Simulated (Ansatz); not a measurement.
The starting structures come from a database of crystals and need not be the phases stable at ambient conditions.

 Where the default PAW files enter, the runs use the earlier of Ansatz's two default sets.

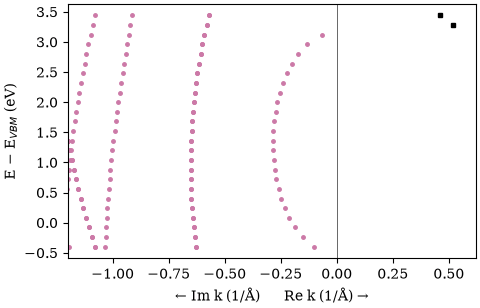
Figure. Complex bands at the centre of the two-dimensional zone; r2SCAN (Ansatz, a first-principles code)

The gap is the functional's own. No spin-orbit coupling. Mid-gap values are interpolated on the energy grid.

### Question
This is SnF3 (Fm-3m, not sure to be the ambient phase, 8 atoms a cell, 21.0 Å³ an atom, -2 GPa at this level) along the normal of (111). Read off the slowest decay at the centre of the two-dimensional zone at 1.52 eV, the computed energy nearest the middle of the gap.

### Answer
κ ≈ 0.28 1/Å, a decay length 1/(2κ) of the density of 1.8 Å.
